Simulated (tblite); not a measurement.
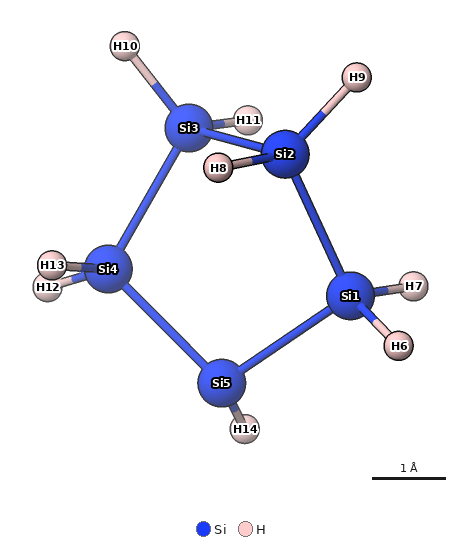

The structure as given in the input (ball-and-stick view, seen at a tilt; atoms are numbered from 1 in the order of the input). Bond lengths as drawn: H–Si 1.44 to 1.49 Å and Si–Si 2.23 to 2.25 Å.

Geometry relaxation of Si5H9 (charge +1) (part 1 of 2)

Si5H9, charge +1, computed with GFN2-xTB geometry optimisation, gas phase (tblite 0.8.0).

## The input
```
{"job": {"kind": "relax", "xc": "GFN2-xTB", "basis": "xTB"}, "charge": 1, "multiplicity": 1}
Si     1.893729    -0.116169     0.008117
Si     0.503090     1.629570     0.218116
Si    -1.287184     0.739605    -0.788928
Si    -1.433660    -1.085987     0.491537
Si     0.648532    -1.879790     0.646020
H      3.065862     0.032181     0.908516
H      2.276218    -0.376733    -1.352499
H      0.100405     1.840943     1.638186
H      0.981705     2.835615    -0.439691
H     -2.456027     1.577772    -0.651393
H     -0.963262     0.407765    -2.178071
H     -2.381613    -2.066828    -0.003641
H     -1.776470    -0.594748     1.841618
H      0.815322    -2.987575    -0.333189
```

The first line tells a small driver script what to run in tblite; the rest is the geometry in Å.

Launched with:
```bash
OMP_NUM_THREADS=1 python <driver script> task.json out
```

## The program's output
```
step      E/eV     max force
  0    -345.87190    2.760
  1    -346.15662    1.334
  2    -346.31331    1.145
  3    -346.42056    1.097
  4    -346.57295    0.847
  5    -346.64896    0.771
  6    -346.71464    0.627
  7    -346.78925    0.613
  8    -346.86105    0.661
  9    -346.92142    0.562
 10    -346.96130    0.352
 11    -346.97322    0.240
 12    -346.97940    0.231
 13    -346.99010    0.319
 14    -347.00360    0.350
 15    -347.01668    0.325
 16    -347.02575    0.313
 17    -347.03239    0.204
 18    -347.03768    0.247
 19    -347.04349    0.220
 20    -347.04952    0.198
 21    -347.05533    0.244
 22    -347.06225    0.264
 23    -347.07120    0.263
 24    -347.07907    0.232
 25    -347.08265    0.135
 26    -347.08414    0.082
 27    -347.08540    0.100
 28    -347.08693    0.163
 29    -347.08906    0.184
 30    -347.09143    0.189
 31    -347.09363    0.168
 32    -347.09549    0.139
 33    -347.09715    0.142
 34    -347.09846    0.135
 35    -347.09969    0.099
 36    -347.10073    0.093
 37    -347.10173    0.070
 38    -347.10270    0.113
 39    -347.10400    0.141
 40    -347.10587    0.148
 41    -347.10848    0.141
 42    -347.11138    0.180
 43    -347.11387    0.146
 44    -347.11574    0.105
 45    -347.11731    0.101
 46    -347.11916    0.148
 47    -347.12150    0.209
 48    -347.12409    0.226
 49    -347.12668    0.206
 50    -347.12930    0.184
 51    -347.13199    0.183
 52    -347.13470    0.179
 53    -347.13702    0.137
 54    -347.13846    0.097
 55    -347.13939    0.098
 56    -347.14045    0.130
 57    -347.14203    0.137
 58    -347.14575    0.134
 59    -347.14791    0.127
 60    -347.14940    0.110
 61    -347.15021    0.077
 62    -347.15091    0.055
 63    -347.15194    0.072
 64    -347.15279    0.089
 65    -347.15408    0.131
 66    -347.15569    0.150
 67    -347.15755    0.124
 68    -347.15883    0.102
 69    -347.15943    0.103
 70    -347.16006    0.056
 71    -347.16038    0.039
 72    -347.16072    0.057
 73    -347.16132    0.083
 74    -347.16230    0.102
 75    -347.16346    0.090
 76    -347.16439    0.064
 77    -347.16492    0.040
 78    -347.16516    0.040
 79    -347.16542    0.042
 80    -347.16581    0.043
 81    -347.16631    0.051
 82    -347.16688    0.052
 83    -347.16744    0.047
 84    -347.16791    0.043
 85    -347.16813    0.074
 86    -347.16845    0.045
 87    -347.16870    0.039
 88    -347.16906    0.030
 89    -347.16937    0.030
 90    -347.16969    0.042
 91    -347.16997    0.043
 92    -347.17018    0.025
 93    -347.17034    0.022
 94    -347.17042    0.023
 95    -347.17048    0.022
 96    -347.17053    0.014
 97    -347.17056    0.014
 98    -347.17058    0.015
 99    -347.17061    0.017
100    -347.17064    0.014
101    -347.17067    0.014
102    -347.17071    0.014
103    -347.17074    0.016
104    -347.17077    0.014
105    -347.17080    0.013
106    -347.17081    0.014
107    -347.17083    0.010
108    -347.17085    0.011
109    -347.17086    0.010
110    -347.17087    0.007
```

## Trajectory as extended XYZ (Å, eV, eV/Å), 29 frames, from step=0 to step=110
```
14
Properties=species:S:1:pos:R:3:forces:R:3 step=0 energy=-345.87190
Si    1.8937   -0.1162    0.0081    2.6080   0.2010   0.8810
Si    0.5031    1.6296    0.2181   -0.0540   1.9660   0.7660
Si   -1.2872    0.7396   -0.7889   -0.8270   1.0550  -1.5520
Si   -1.4337   -1.0860    0.4915   -1.8740  -1.1780   1.3170
Si    0.6485   -1.8798    0.6460    0.4120  -1.5400  -0.6540
H     3.0659    0.0322    0.9085   -0.0600  -0.0970  -0.3730
H     2.2762   -0.3767   -1.3525    0.2970  -0.1810  -0.4980
H     0.1004    1.8409    1.6382    0.3200   0.0950  -0.3320
H     0.9817    2.8356   -0.4397    0.1240   0.1850   0.1960
H    -2.4560    1.5778   -0.6514   -0.3750   0.0470  -0.2230
H    -0.9633    0.4078   -2.1781   -0.1960  -0.0200  -0.0490
H    -2.3816   -2.0668   -0.0036   -0.2690  -0.2260   0.1540
H    -1.7765   -0.5947    1.8416   -0.1960  -0.1730  -0.0580
H     0.8153   -2.9876   -0.3332    0.0900  -0.1340   0.4230
14
Properties=species:S:1:pos:R:3:forces:R:3 step=4 energy=-346.57295
Si    2.0467   -0.0840    0.0476   -0.4390   0.1330  -0.0630
Si    0.5007    1.7368    0.2432    0.1450  -0.4650  -0.5100
Si   -1.3317    0.8047   -0.8578    0.0130  -0.2210   0.5130
Si   -1.5544   -1.1566    0.5692    0.2940   0.1980  -0.5040
Si    0.6583   -1.9410    0.5663   -0.2850   0.6800  -0.4170
H     3.1757    0.0263    0.9312    0.5540  -0.0850   0.0740
H     2.3191   -0.3929   -1.3781    0.2150   0.0570   0.3380
H     0.1347    1.8739    1.6440    0.1070   0.2440   0.1790
H     1.0187    2.9127   -0.4244    0.1310   0.3230   0.1690
H    -2.5400    1.6029   -0.6929   -0.1170  -0.0440  -0.3020
H    -0.9907    0.3995   -2.2232   -0.2110   0.0620   0.0110
H    -2.4643   -2.1403    0.0109   -0.2750  -0.1860   0.2530
H    -1.8263   -0.6109    1.8883   -0.2680  -0.1770   0.2470
H     0.8402   -3.0757   -0.3197    0.1350  -0.5200   0.0130
14
Properties=species:S:1:pos:R:3:forces:R:3 step=8 energy=-346.86105
Si    2.1004   -0.0326    0.0842    0.3380  -0.0160   0.2720
Si    0.5301    1.7492    0.1871   -0.0010   0.3730   0.2790
Si   -1.3744    0.8055   -0.8208   -0.1460   0.0090  -0.1240
Si   -1.6112   -1.1637    0.5389   -0.4310   0.0350   0.0880
Si    0.6156   -1.8831    0.3948    0.1170  -0.3780  -0.3570
H     3.3358   -0.0021    0.9327   -0.4620  -0.1340  -0.4120
H     2.4037   -0.3877   -1.3200    0.2150   0.1210   0.1210
H     0.1953    1.9467    1.6419    0.1980   0.0090  -0.5280
H     1.0646    3.0158   -0.3654   -0.1020  -0.2960   0.1940
H    -2.6119    1.6037   -0.7907    0.1910  -0.1400  -0.1030
H    -1.0633    0.4143   -2.2280   -0.1550   0.0870   0.3900
H    -2.5673   -2.2149    0.0907    0.2130   0.2820   0.2970
H    -1.9118   -0.6833    1.9351    0.0900  -0.3870  -0.5290
H     0.8812   -3.2122   -0.2757   -0.0650   0.4360   0.4110
14
Properties=species:S:1:pos:R:3:forces:R:3 step=12 energy=-346.97940
Si    2.1124   -0.0210    0.1095   -0.1430  -0.0480  -0.1530
Si    0.5377    1.7614    0.1790   -0.0430  -0.0350  -0.0480
Si   -1.3911    0.8040   -0.7978    0.0240   0.1440   0.0270
Si   -1.6469   -1.1519    0.5137    0.0780   0.0040  -0.1540
Si    0.6026   -1.8721    0.3074   -0.0380   0.0660   0.1520
H     3.3442   -0.0310    0.8941   -0.0210  -0.1000   0.0460
H     2.4612   -0.3650   -1.2795    0.1810   0.1240  -0.0720
H     0.2345    1.9757    1.5955    0.0080   0.0480   0.1230
H     1.0703    3.0206   -0.3272    0.0400   0.0150  -0.0660
H    -2.6143    1.5904   -0.8351   -0.0830   0.0870   0.0170
H    -1.1038    0.4271   -2.1867    0.0210  -0.0660  -0.0210
H    -2.5813   -2.2109    0.1518   -0.1050  -0.0950   0.0060
H    -1.9284   -0.7544    1.8970    0.0600  -0.1160   0.0470
H     0.8895   -3.2174   -0.2171    0.0220  -0.0280   0.0970
14
Properties=species:S:1:pos:R:3:forces:R:3 step=16 energy=-347.02575
Si    2.0983   -0.0321    0.0750    0.0760   0.0780  -0.0550
Si    0.5261    1.7815    0.1777    0.2040  -0.0600   0.0560
Si   -1.4034    0.8689   -0.7969   -0.1840  -0.2530   0.0250
Si   -1.6696   -1.1605    0.4653   -0.0400   0.0550  -0.0070
Si    0.5873   -1.8626    0.3099   -0.0670   0.0530  -0.0490
H     3.3248   -0.0894    0.8852   -0.1790  -0.0330   0.0450
H     2.5696   -0.3025   -1.2949   -0.0050   0.0530  -0.0340
H     0.2651    2.0092    1.6041   -0.0130   0.0090   0.0470
H     1.0896    3.0260   -0.3331    0.0180   0.0250  -0.0850
H    -2.6515    1.6204   -0.8529   -0.0030   0.0650   0.0220
H    -1.1192    0.4092   -2.1681    0.0240   0.0460   0.0120
H    -2.6252   -2.2401    0.1881    0.0480   0.0330  -0.1030
H    -1.9083   -0.8465    1.8811    0.0700   0.0040   0.0360
H     0.9031   -3.2258   -0.1358    0.0500  -0.0750   0.0890
14
Properties=species:S:1:pos:R:3:forces:R:3 step=20 energy=-347.04952
Si    2.0955   -0.0248    0.0407   -0.0330  -0.0160  -0.0260
Si    0.5501    1.7766    0.1874   -0.1800   0.0390  -0.0630
Si   -1.4347    0.8540   -0.7861    0.1090   0.1230   0.0410
Si   -1.6861   -1.1554    0.4489   -0.0200  -0.0470   0.1070
Si    0.5718   -1.8525    0.3037    0.0460  -0.0500  -0.1860
H     3.2726   -0.1229    0.8995    0.0130  -0.0290   0.1320
H     2.6122   -0.2621   -1.3150   -0.0210   0.0140  -0.0480
H     0.2744    2.0208    1.6149    0.0500  -0.0130  -0.0710
H     1.0972    3.0221   -0.3578   -0.0380  -0.0810  -0.0080
H    -2.6622    1.6470   -0.8491    0.0670  -0.0220   0.0210
H    -1.1169    0.4105   -2.1579   -0.0240   0.0430   0.0310
H    -2.6278   -2.2417    0.1732   -0.0090  -0.0220  -0.1110
H    -1.8771   -0.8813    1.8793    0.0200   0.0340   0.0580
H     0.9176   -3.2344   -0.0771    0.0200   0.0250   0.1220
14
Properties=species:S:1:pos:R:3:forces:R:3 step=24 energy=-347.07907
Si    2.0946   -0.0159   -0.0127   -0.0160  -0.0560   0.0640
Si    0.5346    1.7823    0.1783   -0.0120  -0.0900  -0.0960
Si   -1.4551    0.8700   -0.7544    0.0350   0.0390   0.0100
Si   -1.7239   -1.1621    0.4501    0.2080  -0.0030  -0.1030
Si    0.5575   -1.8476    0.2168   -0.0190   0.0920  -0.0010
H     3.1933   -0.1903    0.9535   -0.1080   0.0160  -0.0760
H     2.6850   -0.1890   -1.3523   -0.0330   0.0070   0.0870
H     0.3138    2.0431    1.6053    0.0170   0.0010   0.0250
H     1.1004    2.9996   -0.3947   -0.0320   0.0400  -0.0460
H    -2.6643    1.6829   -0.8451    0.0110   0.0090   0.0490
H    -1.1300    0.4289   -2.1264   -0.0220   0.0260   0.0180
H    -2.6429   -2.2543    0.1246   -0.0230   0.0190  -0.0360
H    -1.8279   -0.9399    1.8955   -0.0380  -0.0030   0.0830
H     0.9517   -3.2521    0.0663    0.0330  -0.0960   0.0210
14
Properties=species:S:1:pos:R:3:forces:R:3 step=28 energy=-347.08693
Si    2.0800   -0.0231   -0.0173   -0.0440   0.0240   0.0090
Si    0.5326    1.7725    0.1708    0.0090   0.0710   0.0060
Si   -1.4510    0.8734   -0.7491   -0.0080   0.0160  -0.0120
Si   -1.6984   -1.1641    0.4468   -0.0350   0.0050   0.0460
Si    0.5595   -1.8449    0.2139    0.0670  -0.1480   0.0010
H     3.1567   -0.1950    0.9577    0.0440  -0.0050   0.0410
H     2.6792   -0.1800   -1.3490    0.0070  -0.0180   0.0090
H     0.3175    2.0378    1.6018    0.0330  -0.0060  -0.0400
H     1.0891    2.9907   -0.4124   -0.0260   0.0180  -0.0250
H    -2.6556    1.6895   -0.8269   -0.0290   0.0210   0.0400
H    -1.1291    0.4365   -2.1208   -0.0280   0.0190  -0.0240
H    -2.6335   -2.2407    0.1024    0.0200   0.0450  -0.0080
H    -1.8186   -0.9408    1.8997   -0.0180  -0.0370  -0.0640
H     0.9582   -3.2562    0.0872    0.0080  -0.0060   0.0200
14
Properties=species:S:1:pos:R:3:forces:R:3 step=32 energy=-347.09549
Si    2.0614   -0.0230   -0.0195    0.0590  -0.0270  -0.0060
Si    0.5369    1.7885    0.1549   -0.0880  -0.0180  -0.0520
Si   -1.4618    0.8939   -0.7444   -0.0020  -0.0570   0.0420
Si   -1.6796   -1.1705    0.4434   -0.0180   0.1000  -0.0950
Si    0.5756   -1.8815    0.1898   -0.0100  -0.0360   0.0840
H     3.1214   -0.2165    0.9754   -0.0010   0.0130   0.0130
H     2.6996   -0.1610   -1.3350   -0.0030  -0.0270   0.0040
H     0.3494    2.0437    1.5871    0.0150   0.0380   0.0290
H     1.0720    3.0035   -0.4499    0.0180   0.0290  -0.0180
H    -2.6700    1.7159   -0.7947    0.0540  -0.0480   0.0330
H    -1.1503    0.4560   -2.1207   -0.0580   0.0480   0.0100
H    -2.6340   -2.2179    0.0736    0.0070  -0.0030  -0.0260
H    -1.8177   -0.9795    1.8950    0.0180  -0.0220  -0.0030
H     0.9837   -3.2959    0.1496    0.0080   0.0100  -0.0140
14
Properties=species:S:1:pos:R:3:forces:R:3 step=36 energy=-347.10073
Si    2.0574   -0.0285   -0.0149   -0.0180   0.0090   0.0220
Si    0.5279    1.7938    0.1431    0.0560   0.0120   0.0300
Si   -1.4626    0.8903   -0.7402    0.0210   0.0360  -0.0220
Si   -1.6698   -1.1586    0.4315   -0.0260  -0.0810   0.0380
Si    0.5832   -1.9005    0.2082   -0.0090   0.0370   0.0150
H     3.1123   -0.2136    0.9850    0.0230   0.0180   0.0230
H     2.6948   -0.1694   -1.3282    0.0160  -0.0390  -0.0220
H     0.3605    2.0480    1.5826    0.0080   0.0360  -0.0500
H     1.0632    3.0108   -0.4680   -0.0110  -0.0460   0.0160
H    -2.6644    1.7150   -0.7683   -0.0250  -0.0070   0.0300
H    -1.1683    0.4736   -2.1242   -0.0480   0.0270  -0.0180
H    -2.6250   -2.2020    0.0541    0.0000  -0.0100  -0.0380
H    -1.8163   -0.9893    1.8869    0.0180  -0.0030  -0.0310
H     0.9939   -3.3139    0.1571   -0.0040   0.0100   0.0080
14
Properties=species:S:1:pos:R:3:forces:R:3 step=40 energy=-347.10587
Si    2.0558   -0.0326    0.0007    0.0570  -0.0200  -0.0320
Si    0.5340    1.7996    0.1331    0.0230  -0.0950  -0.0270
Si   -1.4575    0.8957   -0.7415   -0.0250  -0.0220   0.0370
Si   -1.6594   -1.1690    0.4269    0.0410   0.0340  -0.0720
Si    0.5923   -1.9163    0.2332    0.0220  -0.0500  -0.0310
H     3.1134   -0.1979    1.0059   -0.0160   0.0200  -0.0320
H     2.6850   -0.2000   -1.3204   -0.0140  -0.0200   0.0810
H     0.3768    2.0674    1.5653   -0.0130   0.0510   0.0510
H     1.0500    3.0129   -0.4891    0.0480   0.0230  -0.0300
H    -2.6672    1.7106   -0.7213   -0.0140  -0.0030   0.0280
H    -1.2096    0.5077   -2.1405   -0.0260   0.0150  -0.0110
H    -2.6179   -2.1897    0.0103   -0.0300  -0.0560  -0.0130
H    -1.8148   -0.9962    1.8772   -0.0160  -0.0160   0.0230
H     1.0059   -3.3367    0.1649   -0.0370   0.1400   0.0300
14
Properties=species:S:1:pos:R:3:forces:R:3 step=44 energy=-347.11574
Si    2.0630   -0.0443    0.0038    0.0200  -0.0620   0.0240
Si    0.5571    1.7895    0.1126   -0.0550   0.0870   0.0220
Si   -1.4668    0.9097   -0.7212   -0.0460  -0.0110  -0.0320
Si   -1.6596   -1.1863    0.3834   -0.0120  -0.0210   0.0250
Si    0.5950   -1.9284    0.2359   -0.0070   0.0710  -0.0440
H     3.0906   -0.1969    1.0378    0.0250   0.0190   0.0010
H     2.7225   -0.2286   -1.2946    0.0100  -0.0180   0.0070
H     0.4223    2.1406    1.5327   -0.0210  -0.0450   0.0120
H     1.0495    3.0046   -0.5318    0.0570  -0.0410  -0.0760
H    -2.6837    1.7099   -0.6402   -0.0100   0.0290   0.0780
H    -1.3097    0.5790   -2.1481    0.0330  -0.0020   0.0130
H    -2.6247   -2.1946   -0.0626    0.0390  -0.0050   0.0210
H    -1.7958   -1.0630    1.8468   -0.0470  -0.0120  -0.0600
H     1.0269   -3.3358    0.2501    0.0130   0.0090   0.0090
14
Properties=species:S:1:pos:R:3:forces:R:3 step=48 energy=-347.12409
Si    2.0688   -0.0678    0.0121   -0.1000   0.2020   0.0140
Si    0.5570    1.8006    0.0974    0.0290  -0.0680  -0.0410
Si   -1.4876    0.9198   -0.7108    0.0100   0.0460   0.0350
Si   -1.6557   -1.2023    0.3491   -0.0120   0.0350  -0.0760
Si    0.6002   -1.9267    0.2277   -0.0100  -0.0180   0.0120
H     3.0756   -0.1885    1.0673    0.0540  -0.0060   0.0280
H     2.7524   -0.2596   -1.2702    0.0310  -0.0150  -0.0270
H     0.4510    2.1835    1.5129   -0.0200  -0.0390  -0.0340
H     1.0674    2.9826   -0.5996    0.0230  -0.0800  -0.0210
H    -2.6981    1.7201   -0.5389    0.0210  -0.0030   0.0420
H    -1.3791    0.6382   -2.1521    0.0180   0.0070   0.0310
H    -2.6149   -2.2003   -0.1228    0.0150  -0.0500  -0.0010
H    -1.7973   -1.1188    1.8085   -0.0630   0.0070   0.0530
H     1.0470   -3.3251    0.3239    0.0050  -0.0200  -0.0150
```
